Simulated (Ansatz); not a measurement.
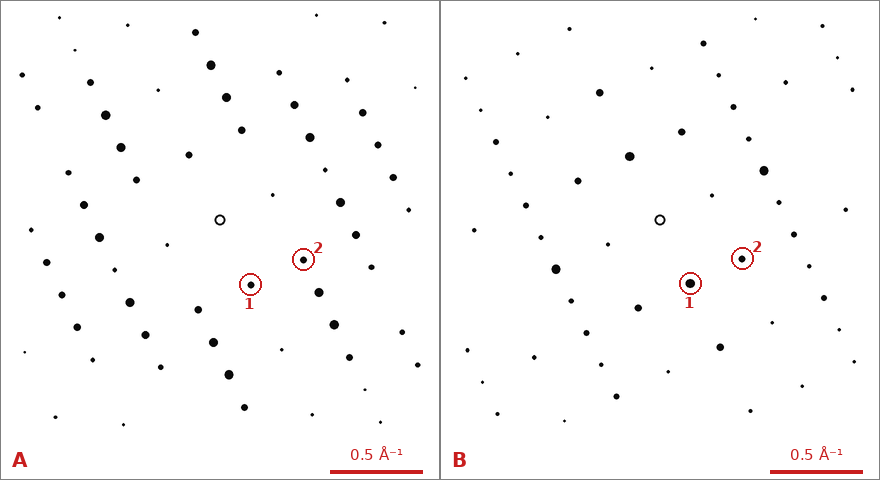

Kinematic electron diffraction patterns (200 kV, B = 0.5 Å², same scale) along [011] of the run's own cell, for the start and the end of one relaxation of LiPS3 with Ansatz, DFT PBE, scalar-relativistic, plane waves, PAW. k mesh 6×6×6. The start is a generated model structure, and the relaxation ends in the nearest stationary point of its symmetry, not necessarily the ground state. Spot 1 is -2 0 0 and spot 2 is -2 -1 1 in both.

Start structure:

```
Li P S
1.0
     3.19953    1.84725    5.21317
    -3.19953    1.84725    5.21317
     0.00000   -3.69450    5.21317
Li P S
2 2 6
Direct
  0.75000 0.75000 0.75000
  0.25000 0.25000 0.25000
  0.50000 0.50000 0.50000
  0.00000 0.00000 0.00000
  0.22500 0.27500 0.75000
  0.27500 0.75000 0.22500
  0.77500 0.72500 0.25000
  0.25000 0.77500 0.72500
  0.72500 0.25000 0.77500
  0.75000 0.22500 0.27500
```

> Which pattern belongs to the start structure, and which to the relaxed one?

B is the start: its cell gives d(1) = 2.612 Å, d(2) = 2.023 Å and an angle of 39.2°. A is the relaxed structure, with d(1) = 2.558 Å (-2.1 %), d(2) = 1.987 Å (-1.8 %) and 39.0°.

> Name reflections whose intensity changes strongly on relaxation.

4 -2 2 fades out of sight; 3 1 -1, 1 3 -3, 0 3 -3 come into sight; 4 1 -1 goes from 0.6 to 100 % of the strongest spot; 4 0 0 goes from 47 to 0.54 % of the strongest spot; 0 2 -2 goes from 94 to 4.8 % of the strongest spot.

> What did the relaxation do to the structure and the energy?

The volume changed by -9.3 % to 16.76 Å³ an atom; with the mean shift removed, the atoms moved by up to 0.58 Å relative to the cell (S most); the space group stayed R-3c (No. 167); the free energy fell by 190 meV an atom. Relaxed cell: a = 6.077 Å, b = 6.077 Å, c = 6.077 Å, α = 62.54°, β = 62.54°, γ = 62.54°.
